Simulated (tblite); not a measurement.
Geometry relaxation, with input and output: C6H8AlFO2 (part 1 of 3)

The run: geometry relaxation of C6H8AlFO2. Method and program: GFN2-xTB geometry optimisation, gas phase (tblite 0.8.0).

It belongs to a series of runs on one base structure; here: CH2 inserted into a O-C bond.

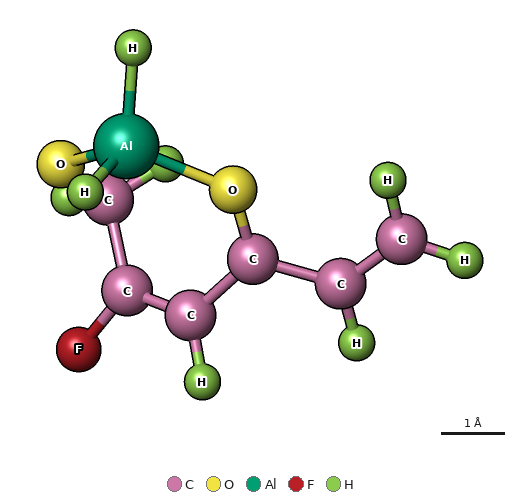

**Figure 1.** The structure as given in the input (ball-and-stick view, seen at a tilt). Sticks mark near contacts. Bond lengths as drawn: Al–H 1.59 to 1.61 Å, Al–O 1.86 to 1.88 Å, C–C 1.33 to 1.51 Å, C–F 1.36 Å, C–H 1.07 to 1.11 Å and C–O 1.29 to 1.41 Å.

Summary

```tsv
quantity	value
outcome	converged
total energy	−840.9496 eV
hardware	1 CPU thread, shared host
wall time	2.7 s
peak memory	0.18 GiB
```

Input file
```
{"job": {"kind": "relax", "xc": "GFN2-xTB", "basis": "xTB"}, "charge": 0, "multiplicity": 1}
C      2.974100     0.915600    -0.645300
C      2.253000    -0.068100    -0.113700
C      0.824800     0.042600     0.189000
O      0.218000     1.144000    -0.094100
Al    -1.555800     1.617500     0.287700
O     -2.663600     0.160900    -0.032000
C     -1.935400    -0.909800    -0.583300
C     -1.065800    -1.574200     0.463900
F     -1.524100    -2.719700     1.042600
C      0.140100    -1.130000     0.804500
H      4.018400     0.780900    -0.841000
H      2.507100     1.864600    -0.896300
H      2.760200    -1.000100     0.138200
H     -1.668900     2.027100     1.816100
H     -1.988600     2.857700    -0.639900
H     -2.676600    -1.659500    -0.926000
H     -1.348700    -0.611900    -1.476000
H      0.722900    -1.731200     1.493900
```

The first line tells a small driver script what to run in tblite; the rest is the geometry in Å.

Launch command:
```bash
OMP_NUM_THREADS=1 python <driver script> task.json out
```

The program's output
```
step      E/eV     max force
  0    -839.74737    2.266
  1    -839.96230    1.762
  2    -840.19890    1.070
  3    -840.30964    0.751
  4    -840.34640    0.435
  5    -840.37447    0.508
  6    -840.40413    0.408
  7    -840.42719    0.487
  8    -840.44031    0.351
  9    -840.44921    0.250
 10    -840.45820    0.336
 11    -840.47077    0.465
 12    -840.48704    0.451
 13    -840.50378    0.322
 14    -840.51611    0.282
 15    -840.52497    0.294
 16    -840.53277    0.351
 17    -840.54324    0.327
 18    -840.55682    0.335
 19    -840.57032    0.364
 20    -840.58162    0.297
 21    -840.58941    0.222
 22    -840.59622    0.224
 23    -840.60659    0.242
 24    -840.61996    0.268
 25    -840.63246    0.295
 26    -840.64366    0.308
 27    -840.65152    0.347
 28    -840.66475    0.305
 29    -840.67520    0.316
 30    -840.68555    0.305
 31    -840.69189    0.254
 32    -840.70087    0.241
 33    -840.71228    0.266
 34    -840.72531    0.236
 35    -840.73227    0.425
 36    -840.73776    0.376
 37    -840.74844    0.240
 38    -840.75547    0.201
 39    -840.77201    0.256
 40    -840.78113    0.277
 41    -840.79519    0.380
 42    -840.81074    0.276
 43    -840.82243    0.217
 44    -840.82899    0.260
 45    -840.83516    0.166
 46    -840.84066    0.196
 47    -840.84480    0.148
 48    -840.84882    0.203
 49    -840.85411    0.139
 50    -840.85956    0.175
 51    -840.86469    0.176
 52    -840.87019    0.179
 53    -840.87560    0.156
 54    -840.88014    0.138
 55    -840.88393    0.121
 56    -840.88754    0.188
 57    -840.89126    0.156
 58    -840.89472    0.147
 59    -840.89771    0.143
 60    -840.89995    0.139
 61    -840.90252    0.121
 62    -840.90500    0.106
 63    -840.90758    0.126
 64    -840.91016    0.134
 65    -840.91265    0.132
 66    -840.91480    0.115
 67    -840.91649    0.087
 68    -840.91779    0.086
 69    -840.91886    0.070
 70    -840.91981    0.071
 71    -840.92065    0.077
 72    -840.92143    0.067
 73    -840.92222    0.064
 74    -840.92304    0.079
 75    -840.92377    0.075
 76    -840.92439    0.060
 77    -840.92499    0.057
 78    -840.92565    0.057
 79    -840.92631    0.055
 80    -840.92685    0.044
 81    -840.92730    0.048
 82    -840.92773    0.042
 83    -840.92818    0.040
 84    -840.92863    0.047
 85    -840.92911    0.051
 86    -840.92971    0.051
 87    -840.93047    0.054
 88    -840.93128    0.055
 89    -840.93193    0.059
 90    -840.93243    0.054
 91    -840.93290    0.047
 92    -840.93338    0.044
 93    -840.93385    0.044
 94    -840.93426    0.042
 95    -840.93463    0.042
 96    -840.93503    0.053
 97    -840.93547    0.058
 98    -840.93587    0.052
 99    -840.93617    0.044
100    -840.93651    0.040
101    -840.93687    0.039
102    -840.93725    0.049
103    -840.93759    0.047
104    -840.93794    0.044
105    -840.93833    0.051
106    -840.93880    0.074
107    -840.93937    0.110
108    -840.94005    0.114
109    -840.94071    0.079
110    -840.94127    0.042
111    -840.94159    0.045
112    -840.94180    0.038
113    -840.94203    0.037
114    -840.94226    0.039
115    -840.94247    0.031
116    -840.94267    0.033
117    -840.94286    0.034
118    -840.94303    0.031
119    -840.94328    0.025
120    -840.94348    0.025
121    -840.94360    0.022
122    -840.94368    0.020
123    -840.94375    0.017
124    -840.94383    0.018
125    -840.94391    0.017
126    -840.94397    0.016
127    -840.94402    0.015
128    -840.94406    0.014
129    -840.94412    0.016
130    -840.94420    0.017
131    -840.94429    0.020
132    -840.94437    0.022
133    -840.94445    0.024
134    -840.94453    0.023
135    -840.94461    0.018
136    -840.94467    0.016
137    -840.94472    0.015
138    -840.94477    0.018
139    -840.94485    0.021
140    -840.94500    0.030
141    -840.94524    0.036
142    -840.94552    0.036
143    -840.94575    0.033
144    -840.94592    0.030
145    -840.94607    0.028
146    -840.94622    0.028
147    -840.94637    0.028
148    -840.94651    0.022
149    -840.94664    0.033
150    -840.94680    0.037
151    -840.94705    0.050
152    -840.94738    0.039
153    -840.94778    0.046
154    -840.94819    0.042
155    -840.94852    0.054
156    -840.94859    0.077
157    -840.94887    0.029
158    -840.94897    0.017
159    -840.94907    0.017
160    -840.94913    0.024
161    -840.94922    0.028
162    -840.94931    0.019
163    -840.94940    0.015
164    -840.94945    0.019
165    -840.94951    0.022
166    -840.94956    0.019
167    -840.94960    0.018
168    -840.94963    0.014
169    -840.94964    0.006
```

Trajectory as extended XYZ (Å, eV, eV/Å), 27 of the 170 frames kept, from step=0 to step=169
```
18
Properties=species:S:1:pos:R:3:forces:R:3 step=0 energy=-839.74737
C     2.9741    0.9156   -0.6453   -0.2930   0.5580  -0.2000
C     2.2530   -0.0681   -0.1137   -0.3150  -0.6480   0.6360
C     0.8248    0.0426    0.1890   -0.6060   0.3870   0.0460
O     0.2180    1.1440   -0.0941   -0.0990  -1.6660   0.5310
Al   -1.5558    1.6175    0.2877   -1.8730   0.3450   0.0920
O    -2.6636    0.1609   -0.0320    2.0910   0.8720  -0.0060
C    -1.9354   -0.9098   -0.5833   -1.1310  -0.7690   0.0930
C    -1.0658   -1.5742    0.4639   -0.7020  -0.1930  -0.4010
F    -1.5241   -2.7197    1.0426    0.2450   0.9900  -0.5440
C     0.1401   -1.1300    0.8045    1.4700   0.8120  -0.3720
H     4.0184    0.7809   -0.8410    0.1470   0.1030  -0.0880
H     2.5071    1.8646   -0.8963    0.2050  -0.2060   0.0420
H     2.7602   -1.0001    0.1382   -0.3680   0.1190  -0.0130
H    -1.6689    2.0271    1.8161    0.4360  -0.3040  -0.2140
H    -1.9886    2.8577   -0.6399    0.4980  -0.5130  -0.0120
H    -2.6766   -1.6595   -0.9260    0.1090   0.0370   0.0230
H    -1.3487   -0.6119   -1.4760    0.0750  -0.0850   0.4110
H     0.7229   -1.7312    1.4939    0.1100   0.1610  -0.0240
18
Properties=species:S:1:pos:R:3:forces:R:3 step=6 energy=-840.40413
C     2.9573    0.9148   -0.6385   -0.0490   0.2280  -0.0270
C     2.2490   -0.0563   -0.0745   -0.3150  -0.2030   0.1500
C     0.8012    0.0495    0.1993   -0.1560   0.0760  -0.0320
O     0.1292    1.0646   -0.0575    0.1370  -0.0930   0.1190
Al   -1.7339    1.7102    0.3304    0.0760  -0.3310  -0.1790
O    -2.4855    0.2174   -0.0434    0.0580   0.2080  -0.0220
C    -1.9440   -0.9413   -0.5912   -0.3090  -0.0910  -0.0140
C    -1.0405   -1.5583    0.4222   -0.0210  -0.3030   0.0610
F    -1.5113   -2.6599    1.0104   -0.0590  -0.1330   0.0230
C     0.1858   -1.1469    0.7606    0.1910   0.2070  -0.0910
H     4.0024    0.7973   -0.8505    0.1280  -0.0080  -0.0530
H     2.5090    1.8614   -0.8935   -0.0520   0.0080   0.0270
H     2.7145   -1.0126    0.1554   -0.1810   0.2050   0.0510
H    -1.5966    1.9812    1.8210    0.1390   0.0320   0.3140
H    -1.9225    2.8218   -0.6880    0.0650   0.1620  -0.2040
H    -2.7276   -1.6618   -0.9041    0.1300   0.2550   0.2270
H    -1.3434   -0.6628   -1.4560    0.1170  -0.1510  -0.3600
H     0.7482   -1.7121    1.4864    0.1020  -0.0690   0.0110
18
Properties=species:S:1:pos:R:3:forces:R:3 step=13 energy=-840.50378
C     2.9178    0.9433   -0.6244   -0.0730   0.0830  -0.0300
C     2.1911   -0.0178   -0.0606    0.0970  -0.1510   0.1350
C     0.7618    0.0582    0.2132   -0.0210   0.2300   0.0350
O     0.1119    1.0960    0.0115   -0.0340   0.0880   0.0470
Al   -1.6539    1.7220    0.3095    0.0270   0.1450   0.2300
O    -2.3899    0.2582   -0.1140   -0.1050   0.0160  -0.0260
C    -1.9398   -0.9594   -0.5945   -0.2490  -0.1150  -0.0690
C    -1.0377   -1.6019    0.4120   -0.0580  -0.0660   0.0420
F    -1.5103   -2.7124    0.9842    0.0350  -0.0860  -0.0430
C     0.1798   -1.1661    0.7462    0.1530   0.1750  -0.0540
H     3.9611    0.8055   -0.8475    0.0200   0.0290   0.0300
H     2.4733    1.8882   -0.8813   -0.0500   0.0870  -0.0500
H     2.6298   -0.9604    0.2102    0.2480  -0.2050  -0.0160
H    -1.4989    1.9669    1.8615    0.0320   0.0010  -0.2670
H    -1.8421    2.8306   -0.7405    0.1040   0.0460   0.0260
H    -2.7856   -1.6211   -0.8134   -0.1250  -0.1050   0.0790
H    -1.3759   -0.8058   -1.5229    0.0650  -0.0650  -0.0910
H     0.7985   -1.7175    1.4388   -0.0670  -0.1070   0.0230
18
Properties=species:S:1:pos:R:3:forces:R:3 step=20 energy=-840.58162
C     2.8714    0.9736   -0.6043    0.1170   0.0210   0.0180
C     2.1970   -0.0053   -0.0015    0.0450   0.0400  -0.0670
C     0.7663    0.0983    0.2716    0.0160  -0.0690  -0.0260
O     0.1624    1.1697    0.1070   -0.0660  -0.1480   0.0090
Al   -1.6134    1.7309    0.2866    0.1330   0.1820   0.0440
O    -2.3412    0.2873   -0.2142    0.0360  -0.0980  -0.0760
C    -2.0058   -1.0029   -0.5971    0.0210  -0.0560   0.0270
C    -1.0552   -1.6145    0.3923    0.0220   0.0270  -0.0210
F    -1.4441   -2.7873    0.9165    0.0400   0.0620  -0.0910
C     0.1523   -1.1426    0.7278    0.0430  -0.0400  -0.0010
H     3.9148    0.8539   -0.8319    0.0890   0.0620  -0.0640
H     2.4096    1.9097   -0.8803   -0.0520  -0.1020   0.0850
H     2.6770   -0.9477    0.2281   -0.0340   0.0790   0.0570
H    -1.4046    1.9882    1.8125   -0.1530  -0.0040  -0.0100
H    -1.7019    2.8724   -0.7421    0.0060  -0.0190  -0.0290
H    -2.9024   -1.6362   -0.6896    0.0450   0.0670   0.0380
H    -1.4639   -0.9887   -1.5643   -0.2910   0.0050   0.0590
H     0.7729   -1.7525    1.3712   -0.0170  -0.0120   0.0480
18
Properties=species:S:1:pos:R:3:forces:R:3 step=26 energy=-840.64366
C     2.8842    1.0100   -0.5748   -0.1390  -0.0730  -0.0340
C     2.2364    0.0153    0.0342    0.0210  -0.0180   0.0420
C     0.7988    0.0989    0.3110    0.0320  -0.0860   0.0170
O     0.1844    1.1692    0.1974    0.2340   0.0270  -0.0760
Al   -1.5472    1.7604    0.2496   -0.0800  -0.0120  -0.1310
O    -2.2543    0.3225   -0.3315   -0.0180  -0.0390   0.0980
C    -2.0738   -1.0293   -0.5771    0.0600   0.0640  -0.0780
C    -1.0436   -1.6190    0.3455    0.0460  -0.0070  -0.1170
F    -1.3576   -2.8474    0.7984   -0.0750   0.0480  -0.0420
C     0.1631   -1.1518    0.7032   -0.0340  -0.1180  -0.0210
H     3.9270    0.9546   -0.8547   -0.2040   0.0400   0.1070
H     2.3170    1.8911   -0.8322    0.1790   0.1080  -0.0410
H     2.7269   -0.9114    0.2881    0.0290  -0.0410   0.0290
H    -1.4304    2.0193    1.7840   -0.2020   0.0050  -0.0040
H    -1.5504    2.9172   -0.7797   -0.0020  -0.1300   0.0130
H    -3.0110   -1.6040   -0.4985   -0.0230   0.1360   0.2750
H    -1.7229   -1.1815   -1.6149    0.0590   0.0710   0.0330
H     0.7446   -1.8078    1.3404    0.1180   0.0270  -0.0720
18
Properties=species:S:1:pos:R:3:forces:R:3 step=32 energy=-840.70087
C     2.8741    1.0159   -0.5644    0.0580   0.0500   0.0480
C     2.2680    0.0043    0.0569    0.0240   0.0220  -0.0020
C     0.8305    0.0711    0.3212   -0.0450   0.1340  -0.0490
O     0.2428    1.1560    0.2068   -0.2010   0.1150   0.0680
Al   -1.5167    1.7717    0.2203   -0.0430  -0.1690   0.0080
O    -2.2183    0.3341   -0.3506    0.0570   0.0580   0.0140
C    -2.1026   -1.0242   -0.5645    0.0220   0.0980   0.0780
C    -1.0235   -1.6266    0.2927   -0.0320  -0.0500   0.0460
F    -1.3461   -2.8611    0.7179   -0.0230  -0.1250   0.0000
C     0.1822   -1.1795    0.6788   -0.0110   0.0160  -0.0600
H     3.9125    1.0122   -0.8417    0.0650  -0.1090   0.0620
H     2.3178    1.9051   -0.8142   -0.0610  -0.0080  -0.0280
H     2.7772   -0.9062    0.3270    0.0850  -0.0500  -0.0390
H    -1.5697    2.0364    1.7533   -0.0480  -0.0020  -0.0400
H    -1.4906    2.9028   -0.8133    0.0520   0.0180  -0.1090
H    -3.0494   -1.5424   -0.3193    0.1400   0.0670  -0.0380
H    -1.8650   -1.2254   -1.6293   -0.0590  -0.0010   0.1810
H     0.7679   -1.8380    1.3107    0.0200  -0.0620  -0.1390
18
Properties=species:S:1:pos:R:3:forces:R:3 step=39 energy=-840.77201
C     2.8622    1.0565   -0.5126    0.0560   0.0530  -0.0170
C     2.2786    0.0335    0.1083   -0.0270  -0.0060  -0.0650
C     0.8316    0.0809    0.3517    0.0020  -0.0180   0.0800
O     0.2582    1.1821    0.3435   -0.0520  -0.1240   0.0540
Al   -1.4734    1.7926    0.1542    0.0710  -0.1120   0.1620
O    -2.1040    0.3528   -0.4471   -0.1130   0.0100  -0.0040
C    -2.1453   -1.0125   -0.4833   -0.1990  -0.1400  -0.0790
C    -1.0134   -1.6652    0.2394   -0.0680   0.0920  -0.0060
F    -1.2920   -2.9507    0.5460    0.1240   0.1210  -0.0420
C     0.1990   -1.2084    0.5909    0.0800   0.0040   0.0510
H     3.9066    1.0529   -0.7666    0.0460   0.0320   0.0070
H     2.2756    1.9179   -0.7952    0.0720  -0.0150   0.0040
H     2.8365   -0.8558    0.3675   -0.1420   0.0020   0.0190
H    -1.7422    2.0612    1.6587   -0.0520   0.1020  -0.0360
H    -1.2892    2.8578   -0.9214    0.0620   0.1060  -0.1580
H    -3.0722   -1.3849   -0.0187   -0.0680  -0.0450   0.0470
H    -2.1550   -1.3808   -1.5286    0.0790   0.0350   0.0490
H     0.8296   -1.9237    1.1015    0.1310  -0.0980  -0.0650
```
